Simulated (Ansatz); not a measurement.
# SiPO+ (singlet): from Hartree-Fock to the top rungs, cc-pVDZ

Aim: climb from Hartree-Fock through coupled cluster for SiPO+ (singlet) at one geometry and basis, and see what each rung misses.

Method: cc-pVDZ, core rule «outside noble gas», up to 11 orbitals frozen; program: Ansatz 0.2.0, Gaussian basis.

To be run: UHF; CCSD(T) on RHF; CCSD(T) on UHF; BCCD(T) on RHF; CISD; CCSDT(Q) on RHF; CCSDT(Q) on UHF.

25 further runs of the same task are left out: 5 for a known fault of the program, 8 that didn't finish, 12 set aside as unsound or not needed.

## (1) The system

The geometry is a PBE0/def2-TZVP stationary point (not a proven minimum) of the parent state, kept for this charge and spin.

3 atoms, charge 1, spin multiplicity 1.

Atoms are counted from 1 here; the program's logs count them from 0.

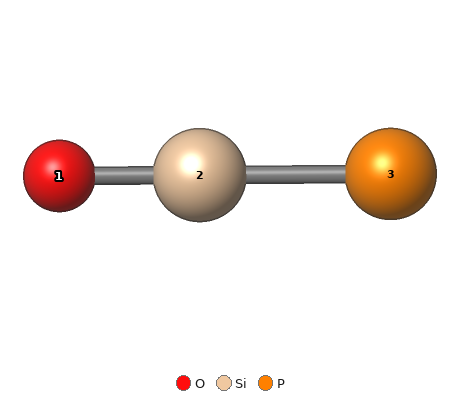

The structure; oxygen red, silicon light orange, phosphorus orange; atoms are numbered from 1 in the order of the file.

In the tables R marks a restricted determinant and U an unrestricted one; energies count from the table's Hartree-Fock row.

## (2) UHF

Contents of in.yaml:

```yaml
crystal:
  periodic: [false, false, false]
  atoms:
    - {symbol: O, position_ang: [0.000000, 0.000000, 1.693600]}
    - {symbol: Si, position_ang: [0.000000, 0.000000, 0.182000]}
    - {symbol: P, position_ang: [0.000000, 0.000000, -1.875600]}
basis:
  gaussian: {orbitals: cc-pVDZ}
total_charge: 1
magnetization: {spin_polarized: true, initial_magnetization: 0}
hamiltonian: {xc: hf}
output: {orbitals: {seedname: orbitals}}
```

Launch:

```console
> ansatz run in.yaml --threads 1 --pin off --events-out ev --progress --plain --max-ram 2393MiB
```

The log of the run:

```text
Functional definition: HF
  name "HF"
  cite "Fock, Z. Phys. 61, 126 (1930) doi:10.1007/BF01340294"
  parent pbe
  exchange = exact_x
  correlation = 0
504 factors; integrals over basis functions are off by at most 7.3e-4 eV
mean field evaluation 1: about -19147.2588 eV, gradient 5.1e1 eV
mean field evaluation 2: about -19147.3151 eV, gradient 5.1e1 eV
mean field evaluation 4: about -19158.5812 eV, gradient 1.1e1 eV
mean field evaluation 8: about -19159.7031 eV, gradient 3.8e-1 eV
mean field evaluation 16: about -19159.7151 eV, gradient 3.5e-1 eV
mean field evaluation 32: about -19161.0212 eV, gradient 1.8e-4 eV
mean field evaluation 64: about -19155.1031 eV, gradient 2.4e1 eV
mean field evaluation 96: about -19160.9404 eV, gradient 3.0e-1 eV
mean field evaluation 128: about -19158.2727 eV, gradient 3.9e0 eV
mean field evaluation 160: about -19153.7333 eV, gradient 2.4e1 eV
mean field evaluation 192: about -19159.9400 eV, gradient 1.4e-1 eV
mean field evaluation 224: about -19154.7744 eV, gradient 4.8e0 eV
mean field evaluation 256: about -19150.6011 eV, gradient 2.7e1 eV
mean field evaluation 288: about -19160.9819 eV, gradient 6.6e-1 eV
mean field -19161.02124594 eV, -704.1545429816 hartree, gradient 2.1e-5 eV, S^2 1.026398; 9 other end points of the search recorded, 0 dependent functions left out
reference -19161.02124594 eV, -704.1545429816 hartree; 18, 18 occupied and 32, 32 virtual orbitals, 504 factors
Total energy: -19161.02124594 eV, -704.1545429816 hartree
```

It took 3.2 s on 1 thread of Arm Neoverse V1, shared host.

From the report: ⟨S²⟩ of the determinant 1.026 (pure singlet: 0.00). The determinant is far from a pure spin state, so its energy mixes those of several spin states (harmless only where they are near-degenerate, as at dissociation).

The unrestricted solution breaks the spin symmetry, so the restricted determinant is unstable here.

## (3) CCSD(T) on RHF

Edit in.yaml of step 2 so:

```diff
@@ -9,4 +9,3 @@
 total_charge: 1
-magnetization: {spin_polarized: true, initial_magnetization: 0}
-hamiltonian: {xc: hf}
-output: {orbitals: {seedname: orbitals}}
+magnetization: {spin_polarized: false}
+correlation: {method: ccsd_t, electrons: outside_noble_gas}
```

The command is unchanged.

The log of the run, shortened:

```text
Functional definition: HF
  name "HF"
  cite "Fock, Z. Phys. 61, 126 (1930) doi:10.1007/BF01340294"
  parent pbe
[...]
504 factors; integrals over basis functions are off by at most 7.3e-4 eV
[...]
mean field -19159.70494072 eV, -704.1061696569 hartree, gradient 2.3e-6 eV, S^2 0.000000; 3 other end points of the search recorded, 0 dependent functions left out; unrestricted orbitals would lower it
[...]
unrestricted determinant -19161.02124594 eV, -704.1545429815 hartree, S^2 1.0264
11 core orbitals not correlated: weight in the atoms' cores, before any rotation towards them, 1.000 or more for the frozen orbitals, at most 0.000 for the correlated occupied ones
reference -19159.70494072 eV, -704.1061696569 hartree; 7, 7 occupied and 32, 32 virtual orbitals, 504 factors
second order -9.92677984 eV of doubles, -0.00000000 eV of singles
cycle   1  -9.63250088 eV  change    2.9e-1 eV  update   1.9e-1
[...]
cycle  17  -10.46824155 eV  change    1.1e-5 eV  update   7.5e-6
perturbative correction -0.56730173 eV, -0.0208479539 hartree
Total energy: -19170.74048400 eV, -704.5117183923 hartree
```

Run time: 1.9 s. Hardware: 1 thread of Arm Neoverse V1, shared host.

From the report: correlation -11.0355 eV; T1 0.043; largest double amplitude 0.16.

## (4) CCSD(T) on UHF

Edit in.yaml of step 3 so:

```diff
@@ -9,3 +9,3 @@
 total_charge: 1
-magnetization: {spin_polarized: false}
+magnetization: {spin_polarized: true, initial_magnetization: 0}
 correlation: {method: ccsd_t, electrons: outside_noble_gas}
```

Same command.

The log of the run, shortened:

```text
Functional definition: HF
  name "HF"
  cite "Fock, Z. Phys. 61, 126 (1930) doi:10.1007/BF01340294"
  parent pbe
[...]
504 factors; integrals over basis functions are off by at most 7.3e-4 eV
[...]
mean field -19161.02124594 eV, -704.1545429816 hartree, gradient 4.1e-6 eV, S^2 1.026398; 19 other end points of the search recorded, 0 dependent functions left out
determinant -19161.02124594 eV, -704.1545429816 hartree, with singles and doubles -19170.94579876 eV, -704.5192635705 hartree
determinant -19159.94269626 eV, -704.1149070120 hartree, with singles and doubles -19169.85530021 eV, -704.4791884881 hartree
determinant -19159.70494072 eV, -704.1061696569 hartree, with singles and doubles -19170.15322811 eV, -704.4901371365 hartree
determinant -19158.46223267 eV, -704.0605009784 hartree, with singles and doubles -19168.09875932 eV, -704.4146368009 hartree
determinant -19158.09597774 eV, -704.0470413579 hartree, with singles and doubles -19168.60567028 eV, -704.4332654353 hartree
determinant -19157.75798601 eV, -704.0346203911 hartree, with singles and doubles -19166.41842790 eV, -704.3528857602 hartree
determinant -19157.55644376 eV, -704.0272138500 hartree, with singles and doubles -19166.39553326 eV, -704.3520443978 hartree
11 core orbitals not correlated: weight in the atoms' cores, before any rotation towards them, 1.000 or more for the frozen orbitals, at most 0.000 for the correlated occupied ones
reference -19161.02124594 eV, -704.1545429816 hartree; 7, 7 occupied and 32, 32 virtual orbitals, 504 factors
second order -9.46059492 eV of doubles, -0.00000000 eV of singles
cycle   1  -9.93132251 eV  change   -6.8e-3 eV  update   1.0e-2
[...]
cycle  12  -9.96240433 eV  change    2.8e-6 eV  update   8.1e-6
perturbative correction -0.55584709 eV, -0.0204270039 hartree
WARN: the results are in doubt because among natural orbitals full CI differs from the method by +0.997 eV
Total energy: -19171.53949737 eV, -704.5410815920 hartree
In doubt: among natural orbitals full CI differs from the method by +0.997 eV
```

Wall time 27 s (1 thread of Arm Neoverse V1, shared host).

From the report: ⟨S²⟩ of the determinant 1.026 (pure singlet: 0.00); correlation -10.5183 eV; T1 0.038; largest double amplitude 0.16. The determinant is far from a pure spin state, so its energy mixes those of several spin states (harmless only where they are near-degenerate, as at dissociation). Mind the lines of doubt at the end of the log.

## (5) BCCD(T) on RHF

Edit in.yaml of step 4 so:

```diff
@@ -9,3 +9,3 @@
 total_charge: 1
-magnetization: {spin_polarized: true, initial_magnetization: 0}
-correlation: {method: ccsd_t, electrons: outside_noble_gas}
+magnetization: {spin_polarized: false}
+correlation: {method: bccd_t, electrons: outside_noble_gas}
```

Launched as before.

The log of the run, shortened:

```text
Functional definition: HF
  name "HF"
  cite "Fock, Z. Phys. 61, 126 (1930) doi:10.1007/BF01340294"
  parent pbe
[...]
504 factors; integrals over basis functions are off by at most 7.3e-4 eV
[...]
mean field -19159.70494072 eV, -704.1061696569 hartree, gradient 2.3e-6 eV, S^2 0.000000; 3 other end points of the search recorded, 0 dependent functions left out; unrestricted orbitals would lower it
[...]
unrestricted determinant -19161.02124594 eV, -704.1545429815 hartree, S^2 1.0264
11 core orbitals not correlated: weight in the atoms' cores, before any rotation towards them, 1.000 or more for the frozen orbitals, at most 0.000 for the correlated occupied ones
reference -19159.70494072 eV, -704.1061696569 hartree; 7, 7 occupied and 32, 32 virtual orbitals, 504 factors
second order -9.92677984 eV of doubles, -0.00000000 eV of singles
cycle   1  -9.49272232 eV  change    4.3e-1 eV  update   1.9e-1
[...]
cycle  18  -10.37013850 eV  change   -4.2e-6 eV  update   7.5e-6
perturbative correction -0.66913429 eV, -0.0245902318 hartree
Total energy: -19170.74421351 eV, -704.5118554495 hartree
```

Wall time 2.1 s (1 thread of Arm Neoverse V1, shared host).

From the report: correlation -11.0393 eV; largest double amplitude 0.16.

## (6) CISD

Edit in.yaml of step 5 so:

```diff
@@ -9,3 +9,2 @@
 total_charge: 1
-magnetization: {spin_polarized: false}
-correlation: {method: bccd_t, electrons: outside_noble_gas}
+correlation: {active_space: {ras: {orbitals: [7, 0, 32], electrons: 14, max_holes: 2, max_particles: 2}, fixed_orbitals: true}}
```

Launched as before.

The log of the run:

```text
Functional definition: HF
  name "HF"
  cite "Fock, Z. Phys. 61, 126 (1930) doi:10.1007/BF01340294"
  parent pbe
  exchange = exact_x
  correlation = 0
504 factors; integrals over basis functions are off by at most 7.3e-4 eV
mean field evaluation 1: about -19147.0263 eV, gradient 7.3e1 eV
mean field evaluation 2: about -19147.2710 eV, gradient 7.3e1 eV
mean field evaluation 4: about -19158.5363 eV, gradient 1.5e1 eV
mean field evaluation 8: about -19159.6936 eV, gradient 1.2e0 eV
mean field evaluation 16: about -19159.7049 eV, gradient 2.3e-6 eV
mean field evaluation 32: about -19159.7009 eV, gradient 9.9e-1 eV
mean field evaluation 64: about -19159.7044 eV, gradient 2.4e-1 eV
mean field -19159.70494072 eV, -704.1061696569 hartree, gradient 2.3e-6 eV, S^2 0.000000; 3 other end points of the search recorded, 0 dependent functions left out
reference -19159.70494072 eV, -704.1061696569 hartree; 18, 18 occupied and 32, 32 virtual orbitals, 504 factors
state -19168.88213992 eV, -704.4434255071 hartree
Total energy: -19168.88213992 eV, -704.4434255071 hartree
```

It took 1.9 s on 1 thread of Arm Neoverse V1, shared host.

From the report: 19,061 determinants.

## (7) CCSDT(Q) on RHF

Edit in.yaml of step 6 so:

```diff
@@ -9,2 +9,3 @@
 total_charge: 1
-correlation: {active_space: {ras: {orbitals: [7, 0, 32], electrons: 14, max_holes: 2, max_particles: 2}, fixed_orbitals: true}}
+magnetization: {spin_polarized: false}
+correlation: {method: ccsdt_q, electrons: outside_noble_gas}
```

Launched as before.

The log of the run, shortened:

```text
Functional definition: HF
  name "HF"
  cite "Fock, Z. Phys. 61, 126 (1930) doi:10.1007/BF01340294"
  parent pbe
[...]
891 factors; integrals over basis functions are off by at most 2.1e-7 eV
[...]
mean field -19159.70505662 eV, -704.1061739164 hartree, gradient 2.3e-6 eV, S^2 0.000000; 3 other end points of the search recorded, 0 dependent functions left out; unrestricted orbitals would lower it
unrestricted determinant -19161.02137132 eV, -704.1545475891 hartree, S^2 1.0264
11 core orbitals not correlated: weight in the atoms' cores, before any rotation towards them, 1.000 or more for the frozen orbitals, at most 0.000 for the correlated occupied ones
reference -19159.70505662 eV, -704.1061739164 hartree; 7, 7 occupied and 32, 32 virtual orbitals, 891 factors
second order -9.92682168 eV of doubles, -0.00000000 eV of singles
cycle   1  -9.63252102 eV  change    2.9e-1 eV  update   2.1e-1
[...]
cycle  45  -11.17417392 eV  change   -2.5e-7 eV  update   1.7e-7
perturbative correction -0.18846715 eV, -0.0069260400 hartree
WARN: these amplitudes may be one of several solutions (largest doubles amplitude 0.61, level shift 0.00 eV)
Total energy: -19171.06769769 eV, -704.5237432737 hartree
```

Run time: 22 s. Hardware: 1 thread of Arm Neoverse V1, shared host; peak memory 0.26 GiB.

From the report: correlation -11.3626 eV; T1 0.048; largest double amplitude 0.61. The report flags that the cluster equations may have other roots.

## (8) CCSDT(Q) on UHF

Edit in.yaml of step 7 so:

```diff
@@ -9,3 +9,3 @@
 total_charge: 1
-magnetization: {spin_polarized: false}
+magnetization: {spin_polarized: true, initial_magnetization: 0}
 correlation: {method: ccsdt_q, electrons: outside_noble_gas}
```

The command is unchanged.

The log of the run, shortened:

```text
Functional definition: HF
  name "HF"
  cite "Fock, Z. Phys. 61, 126 (1930) doi:10.1007/BF01340294"
  parent pbe
[...]
891 factors; integrals over basis functions are off by at most 2.1e-7 eV
[...]
mean field -19161.02137132 eV, -704.1545475891 hartree, gradient 9.7e-7 eV, S^2 1.026398; 20 other end points of the search recorded, 0 dependent functions left out
determinant -19161.02137132 eV, -704.1545475891 hartree, with singles and doubles -19170.94593286 eV, -704.5192684989 hartree
determinant -19159.94282398 eV, -704.1149117056 hartree, with singles and doubles -19169.85543666 eV, -704.4791935024 hartree
determinant -19159.70505662 eV, -704.1061739164 hartree, with singles and doubles -19170.15336542 eV, -704.4901421825 hartree
determinant -19158.46236524 eV, -704.0605058502 hartree, with singles and doubles -19168.09889532 eV, -704.4146417989 hartree
determinant -19158.09611223 eV, -704.0470463005 hartree, with singles and doubles -19168.60587527 eV, -704.4332729685 hartree
determinant -19157.75812258 eV, -704.0346254101 hartree, with singles and doubles -19166.41858282 eV, -704.3528914535 hartree
determinant -19157.55657925 eV, -704.0272188293 hartree, with singles and doubles -19166.39568440 eV, -704.3520499519 hartree
11 core orbitals not correlated: weight in the atoms' cores, before any rotation towards them, 1.000 or more for the frozen orbitals, at most 0.000 for the correlated occupied ones
reference -19161.02137132 eV, -704.1545475891 hartree; 7, 7 occupied and 32, 32 virtual orbitals, 891 factors
second order -9.46061204 eV of doubles, -0.00000000 eV of singles
cycle   1  -9.16779002 eV  change    2.9e-1 eV  update   2.0e-1
[...]
cycle  46  -10.77682043 eV  change    7.1e-9 eV  update   1.7e-7
perturbative correction -0.18406140 eV, -0.0067641316 hartree
WARN: the results are in doubt because among natural orbitals full CI differs from the method by +1.053 eV
Total energy: -19171.98225314 eV, -704.5573525667 hartree
In doubt: among natural orbitals full CI differs from the method by +1.053 eV
```

Wall time 1.7 min (1 thread of Arm Neoverse V1, shared host); peak memory 0.52 GiB.

From the report: ⟨S²⟩ of the determinant 1.026 (pure singlet: 0.00); correlation -10.9609 eV; T1 0.039; largest double amplitude 0.67. The determinant is far from a pure spin state, so its energy mixes those of several spin states (harmless only where they are near-degenerate, as at dissociation). The program marks this result as in doubt; its last lines say why.

## (9) Misses and costs

No level here is safe as a reference; RCCSDT(Q) serves as a yardstick only. Rows without a time come out of other runs: HF, MP2 and CCSD of CCSD(T), CCSDT of CCSDT(Q).

Differences are taken before rounding.

| method | energy from the lowest RHF (meV) | from RCCSDT(Q) (meV) | time |
| --- | --- | --- | --- |
| RHF | 0.0 | +11362.8 |  |
| UHF | -1316.3 | +10046.5 |  |
| RMP2 | -9926.8 | +1436.0 |  |
| UMP2 | -10776.9 | +585.9 |  |
| CISD | -9177.2 | +2185.6 | 1.9 s |
| RCCSD | -10468.2 | +894.5 |  |
| UCCSD | -11278.7 | +84.0 |  |
| RCCSD(T) | -11035.5 | +327.2 | 1.9 s |
| UCCSD(T) | -11834.6 | -471.8 | 27 s |
| BCCD(T) | -11039.3 | +323.5 | 2.1 s |
| RCCSDT | -11174.3 | +188.5 |  |
| UCCSDT | -12093.3 | -730.5 |  |
| RCCSDT(Q) | -11362.8 | 0 | 22 s |
| UCCSDT(Q) | -12277.3 | -914.6 | 1.7 min |

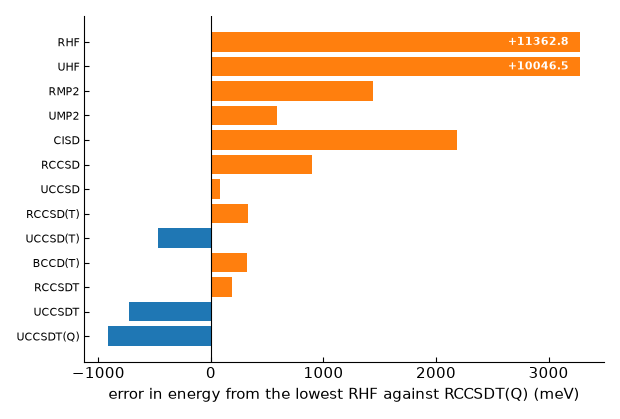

How far each level lands from RCCSDT(Q). Bars with a number in them are cut short.

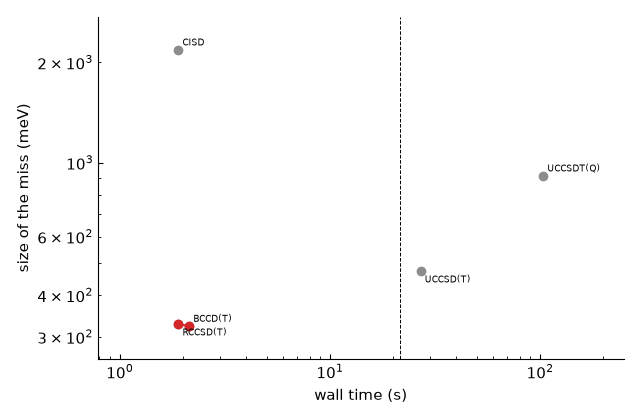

Miss against cost. Red marks the levels that no quicker level drawn beats (of those quicker than the yardstick), and the dashed line is the time of RCCSDT(Q). Times are from a shared host.

The program flags UCCSD(T), RCCSDT(Q), UCCSDT(Q) as in doubt (see the logs), so the zero of the table is itself unsure.

## (10) What came out

```
                      quantity        value
RCCSDT(Q) below the RHF energy  -11.3628 eV
           RMP2 from RCCSDT(Q)  +1436.0 meV
           UMP2 from RCCSDT(Q)   +585.9 meV
          RCCSD from RCCSDT(Q)   +894.5 meV
       RCCSD(T) from RCCSDT(Q)   +327.2 meV
       UCCSD(T) from RCCSDT(Q)   -471.8 meV
      UCCSDT(Q) from RCCSDT(Q)   -914.6 meV
                 T1 diagnostic        0.043
```

What this shows: RCCSD(T) misses by +327.2 meV, 2.9 % of the correlation energy. CCSD(T) misses by +327.2 meV on the restricted determinant and by -471.8 meV on the unrestricted one; the two need not hold the same state or core. Warnings: restricted reference is unstable; spin contamination; large T1 diagnostic.
